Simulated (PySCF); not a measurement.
# Saddle-point search of B5H8Cl

B5H8Cl (nido-B5H9 (Cl for H, site b on B)), computed with PBE0-D3(BJ)/def2-SVP saddle search from the GFN2-xTB point and Hessian, gas phase (PySCF 2.14.0).

The run did not end well.

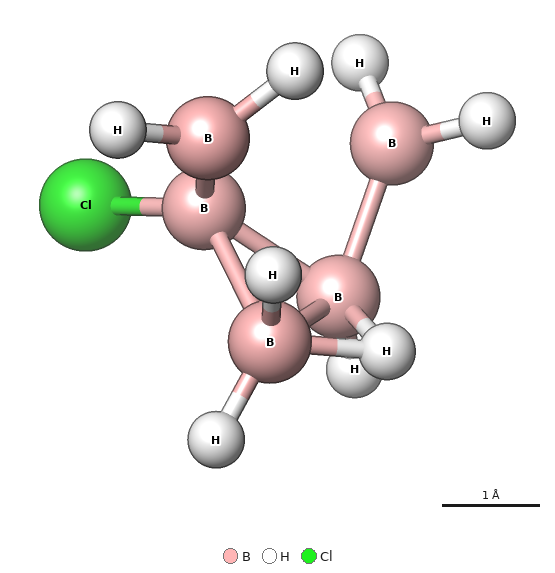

*The input geometry (ball-and-stick view, seen at a tilt).*

Bond lengths as drawn: B–B 1.64 to 1.89 Å, B–Cl 1.75 Å and B–H 1.17 to 1.37 Å.

The input:
```
{"job": {"xc": "PBE0", "basis": "def2-SVP", "kind": "refine"}, "charge": 0, "multiplicity": 1}
B     -1.505975     0.371178    -0.719147
B      0.346859     0.838297     1.330014
B     -0.230219    -0.573021     0.725122
B     -0.228933    -0.706723    -0.996502
B      1.319215    -0.317145    -0.327463
H     -2.525879     0.197988    -0.171752
H      1.002579     0.907539     2.303077
Cl    -0.894706    -1.975828     1.542233
H     -0.409884    -1.644941    -1.682388
H      2.225849    -1.062454    -0.320698
H     -0.089367     1.871054     0.958586
H      1.579736     0.758777     0.175030
H      0.860046    -0.034874    -1.483975
H     -1.449319     1.370152    -1.332135
```

The first line tells a small driver script what to run in PySCF; the rest is the geometry in Å.

Hardware: 1 CPU thread, shared host.

Command:
```bash
OMP_NUM_THREADS=1 python <driver script> task.json out
```

Log:
```
step      E/eV     max force
  0    -16017.68880   1.8199
  1    -16017.95048   0.9919
  2    -16017.97676   0.7674
  3    -16018.00575   0.6167
  4    -16018.14050   0.4862
  5    -16018.23812   0.7326
  6    -16018.35236   0.6945
  7    -16018.37258   0.5921
  8    -16018.38801   0.4489
  9    -16018.36759   0.5297
 10    -16018.34848   0.7081
 11    -16018.37819   0.5124
 12    -16018.38146   0.3628
 13    -16018.39464   0.7198
 14    -16018.39898   0.2471
 15    -16018.40025   0.3518
 16    -16018.40122   0.3295
 17    -16018.39391   0.7291
 18    -16018.40328   0.2645
 19    -16018.39796   0.5833
 20    -16018.40426   0.1470
 21    -16018.40383   0.1739
 22    -16018.40423   0.1707
 23    -16018.41070   0.1594
 24    -16018.41874   0.1525
```

Trajectory as extended XYZ (Å, eV, eV/Å), 7 of the 25 frames kept, from step=0 to step=24:
```
14
Properties=species:S:1:pos:R:3:forces:R:3 step=0 energy=-16017.68880
B    -1.5060    0.3712   -0.7191    0.2370  -0.2500   0.7300
B     0.3469    0.8383    1.3300    0.3220  -0.5330  -0.7300
B    -0.2302   -0.5730    0.7251   -0.2390  -0.2160  -0.7310
B    -0.2289   -0.7067   -0.9965    1.4720   0.2220   0.6890
B     1.3192   -0.3171   -0.3275   -1.5010  -0.7090   0.7460
H    -2.5259    0.1980   -0.1718   -0.6880  -0.1510   0.5910
H     1.0026    0.9075    2.3031    0.5780  -0.0780   0.6490
Cl   -0.8947   -1.9758    1.5422   -0.1590  -0.2350   0.0750
H    -0.4099   -1.6449   -1.6824   -0.1680  -0.4610  -0.5980
H     2.2258   -1.0625   -0.3207    0.5860  -0.4100  -0.1100
H    -0.0894    1.8711    0.9586   -0.3420   0.8140  -0.5510
H     1.5797    0.7588    0.1750   -0.0570   1.1020   0.5530
H     0.8600   -0.0349   -1.4840   -0.2550   0.2150  -0.6040
H    -1.4493    1.3702   -1.3321    0.2140   0.6900  -0.7080
14
Properties=species:S:1:pos:R:3:forces:R:3 step=4 energy=-16018.14050
B    -1.5921    0.3647   -0.7974    0.1010  -0.0850   0.2020
B     0.6068    0.7645    1.2774    0.1690   0.2120  -0.1700
B    -0.2113   -0.6041    0.7372   -0.3170  -0.2040  -0.3070
B    -0.2253   -0.6621   -0.9611    0.2410   0.0150   0.2740
B     1.2432   -0.3003   -0.1776   -0.2030  -0.4140   0.0000
H    -2.6418    0.1397   -0.2693   -0.1030   0.0260   0.2170
H     1.2051    0.9252    2.3217    0.0840  -0.1870  -0.2680
Cl   -0.9548   -1.9724    1.5534   -0.1490   0.1450   0.1350
H    -0.4139   -1.6045   -1.6783    0.0010  -0.0030  -0.2960
H     2.1784   -1.0502   -0.3278    0.0420   0.2760   0.3180
H    -0.0831    1.7428    0.9252    0.0910  -0.3920  -0.0990
H     1.6020    0.8628    0.3039   -0.0560   0.4430   0.1400
H     0.8064    0.0506   -1.4029    0.0260   0.1420  -0.0980
H    -1.5196    1.3434   -1.5043    0.0750   0.0260  -0.0500
14
Properties=species:S:1:pos:R:3:forces:R:3 step=8 energy=-16018.38801
B    -1.5986    0.3194   -0.7864    0.0470   0.0630   0.0530
B     0.6937    0.7174    1.2266   -0.0090   0.3780  -0.2420
B    -0.2550   -0.6202    0.6585   -0.2040  -0.2170   0.0030
B    -0.1886   -0.6750   -0.9964    0.1850  -0.0520  -0.0910
B     1.2333   -0.3138   -0.1145    0.0530  -0.0730  -0.0750
H    -2.6242    0.1065   -0.1926    0.0830   0.0450   0.0710
H     1.3453    0.7520    2.2402   -0.1000  -0.0110   0.0000
Cl   -1.1138   -1.7696    1.6939    0.1220   0.2050  -0.1260
H    -0.4130   -1.4946   -1.8605   -0.0300   0.1080   0.0630
H     2.2449   -0.9593   -0.1425   -0.0030   0.0150  -0.0010
H    -0.1213    1.6228    0.9852    0.0960  -0.2310   0.0810
H     1.5604    0.9821    0.2430   -0.2380  -0.0380   0.1680
H     0.8259    0.0905   -1.3747   -0.0670  -0.1170  -0.0090
H    -1.5890    1.2416   -1.5798    0.0650  -0.0750   0.1040
14
Properties=species:S:1:pos:R:3:forces:R:3 step=12 energy=-16018.38146
B    -1.5997    0.3020   -0.8315   -0.1090  -0.0510  -0.0730
B     0.7426    0.6979    1.2309    0.3530   0.0820  -0.0170
B    -0.2523   -0.6168    0.6710    0.3030   0.0580  -0.1620
B    -0.1855   -0.6810   -0.9768   -0.1960  -0.1110  -0.0570
B     1.2451   -0.2989   -0.1162   -0.0790  -0.1930   0.0460
H    -2.6642   -0.0181   -0.3554    0.1570   0.0780  -0.0020
H     1.4386    0.6992    2.2164   -0.1190   0.0530  -0.0180
Cl   -1.1845   -1.6204    1.7666    0.0520   0.0070  -0.0200
H    -0.4606   -1.4884   -1.8373    0.0040   0.0260   0.0580
H     2.2815   -0.9069   -0.1587   -0.0680   0.0230   0.0090
H    -0.1341    1.5280    1.0831   -0.2620   0.1010   0.0300
H     1.5162    1.0420    0.2132   -0.1380  -0.1520   0.1370
H     0.8007    0.0655   -1.3823    0.0870   0.0450  -0.0240
H    -1.5440    1.2958   -1.5230    0.0150   0.0350   0.0930
14
Properties=species:S:1:pos:R:3:forces:R:3 step=16 energy=-16018.40122
B    -1.5892    0.3100   -0.8286    0.0090   0.0240  -0.0270
B     0.7467    0.7064    1.2156   -0.1190  -0.0900   0.1480
B    -0.2396   -0.6198    0.6607    0.0910   0.0340   0.0950
B    -0.1920   -0.6906   -0.9847   -0.0450  -0.0420  -0.1990
B     1.2401   -0.3141   -0.1265   -0.0180  -0.0280   0.1220
H    -2.6409    0.0043   -0.3325   -0.0060   0.0230   0.0320
H     1.4180    0.7175    2.2171   -0.0750   0.0430  -0.0430
Cl   -1.1636   -1.6186    1.7640    0.0080  -0.0330   0.0070
H    -0.4592   -1.5015   -1.8436    0.0150   0.0240   0.0610
H     2.2808   -0.9106   -0.1485   -0.0240  -0.0040  -0.0160
H    -0.1713    1.5130    1.0763   -0.0750  -0.0880  -0.0180
H     1.4892    1.0317    0.2186    0.2180   0.1270  -0.2120
H     0.8125    0.0559   -1.3896   -0.0120  -0.0340   0.0010
H    -1.5313    1.3165   -1.4984    0.0330   0.0450   0.0480
14
Properties=species:S:1:pos:R:3:forces:R:3 step=20 energy=-16018.40426
B    -1.5836    0.3065   -0.8114    0.0070   0.0260  -0.0040
B     0.7352    0.7106    1.2113   -0.0680   0.0090   0.0330
B    -0.2459   -0.6202    0.6541    0.0990   0.0280  -0.1050
B    -0.1833   -0.6920   -0.9955    0.0040  -0.0100   0.0450
B     1.2409   -0.3164   -0.1184   -0.0530  -0.0410  -0.0040
H    -2.6306    0.0184   -0.2933    0.0240   0.0450   0.0260
H     1.3976    0.7124    2.2168   -0.0490   0.0510  -0.0050
Cl   -1.1623   -1.6248    1.7571   -0.0080  -0.0760   0.0480
H    -0.4661   -1.4882   -1.8599    0.0110  -0.0080   0.0200
H     2.2807   -0.9131   -0.1434   -0.0050  -0.0090   0.0060
H    -0.1755    1.5265    1.0713   -0.0350  -0.0840  -0.0390
H     1.5011    1.0339    0.2132    0.0620   0.0410  -0.0510
H     0.8207    0.0543   -1.3910   -0.0040  -0.0270  -0.0060
H    -1.5288    1.2919   -1.5110    0.0170   0.0560   0.0370
14
Properties=species:S:1:pos:R:3:forces:R:3 step=24 energy=-16018.41874
B    -1.5703    0.3188   -0.7764   -0.0080   0.0580   0.0300
B     0.7124    0.7205    1.1997   -0.1210  -0.0690   0.0620
B    -0.2576   -0.6257    0.6403    0.0590   0.0370  -0.1310
B    -0.1730   -0.6890   -1.0075    0.0400   0.0180   0.0650
B     1.2353   -0.3262   -0.1133    0.0890  -0.0580  -0.0040
H    -2.5999    0.0907   -0.1968    0.0580   0.0640   0.0680
H     1.3351    0.7342    2.2308   -0.0460   0.0210  -0.0200
Cl   -1.1255   -1.6885    1.7335   -0.0170  -0.0490   0.0260
H    -0.4541   -1.4770   -1.8738   -0.0120  -0.0290  -0.0680
H     2.2692   -0.9379   -0.1400   -0.0380   0.0440   0.0280
H    -0.1765    1.5476    1.0162   -0.0630   0.0190  -0.0580
H     1.5257    1.0180    0.2341    0.0130   0.0370  -0.0950
H     0.8308    0.0647   -1.3905   -0.0170  -0.0580   0.0040
H    -1.5518    1.2496   -1.5563    0.0630  -0.0330   0.0940
```

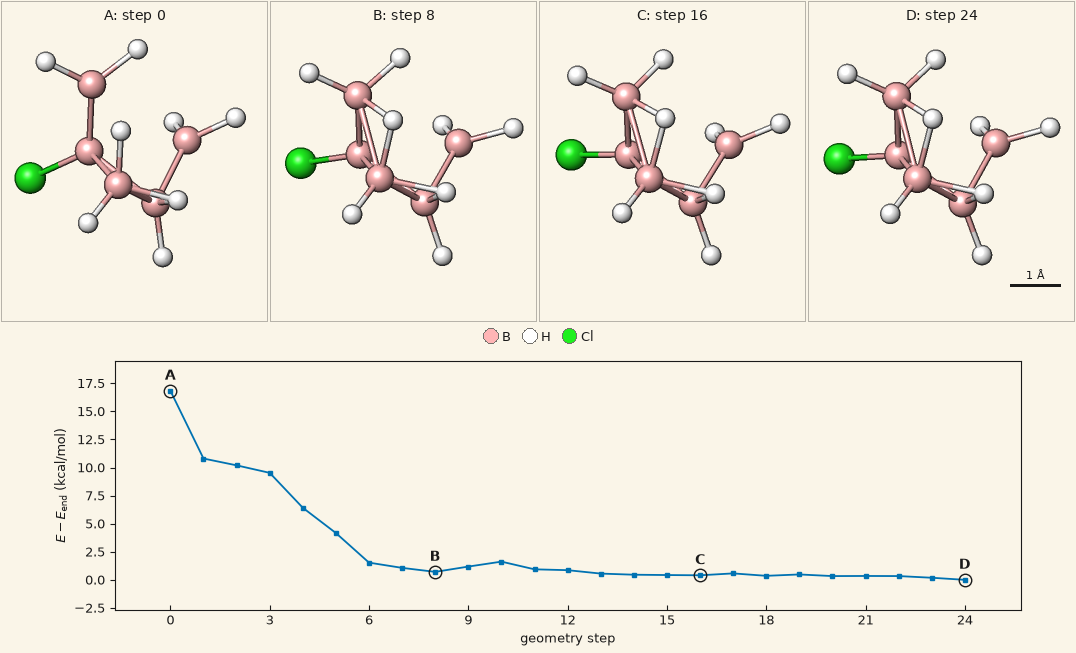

*Frames of the saddle-point search (ball-and-stick view, seen at a tilt) above the curves, on which the letters mark them (steps are counted from 0).*

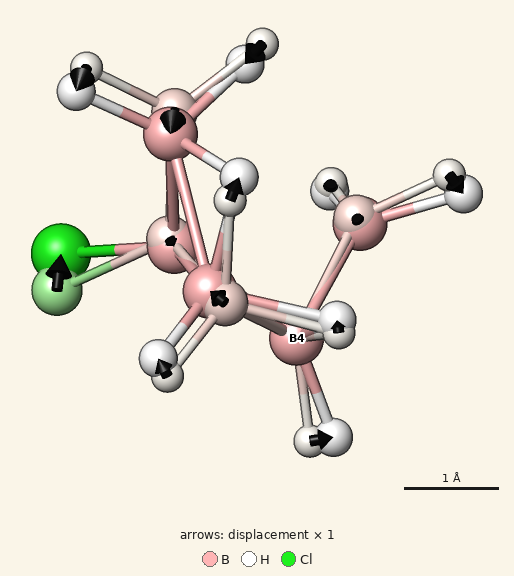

*Start (faint) and end (solid) with the displacements as black arrows, at true length (ball-and-stick view, seen at a tilt). The two geometries are laid on each other by the best rigid fit.*

The relaxation stopped without meeting its thresholds, so the last structure isn't shown to be converged. The largest move after the best rigid fit is that of Cl8, 0.42 Å. Largest moves by element: Cl 0.42 Å, B 0.41 Å, H 0.39 Å. Among the contacts that change: B2–B5 2.242 → 1.759 Å, B2–H12 1.691 → 1.297 Å, B5–H12 1.216 → 1.418 Å, B3–B5 1.891 → 1.699 Å. New bonds form: B2–H12 (1.69 → 1.30 Å). Among the angles that change: B3–B2–H11 120.4° → 94.0°, B2–B3–B5 78.5° → 61.3°, B4–B3–Cl8 113.8° → 128.6°. After 24 geometry steps the energy has fallen by 16.8 kcal/mol. The largest force component goes from 1.5 to 0.13 eV/Å. (Atoms are counted from 1 in the order of the input.)

Outcome:

| quantity | value |
| --- | --- |
| outcome | not converged |
| total energy | −588.666036 hartree |
| wall time | 4.3 min |
| peak memory | 0.59 GiB |

The run did not converge. At least one of its steps failed, so the values that rest on that step are not results.
